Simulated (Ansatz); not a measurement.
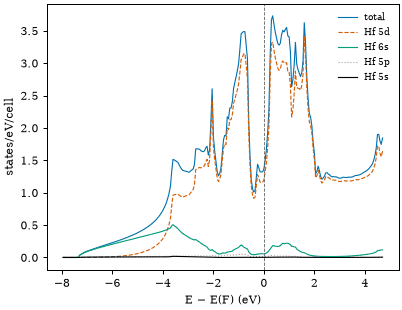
Figure. Total and projected density of states of Hf (hcp (Mg type), P6_3/mmc), PBE (plane waves, PAW; program Ansatz)

### Question
Which orbitals carry the states next to the Fermi level?

### Answer
Within 0.5 eV of the Fermi level: Hf 5d 89 %, outside the projected shells 6 %. Projections are on Löwdin-orthogonalised atomic valence shells; empty p or d shells of many metals are not among them.

### Question
Where is the tallest occupied peak in this window, and what makes it?

### Answer
Near -0.8 eV, about 3.5 states/eV per cell; the largest projected share is Hf 5d.

Symmetry was held in the PBE relaxation. The run is not spin-polarised. Spin–orbit coupling is left out wherever it is not named.

Potentials: the earlier of the program's two PAW sets.
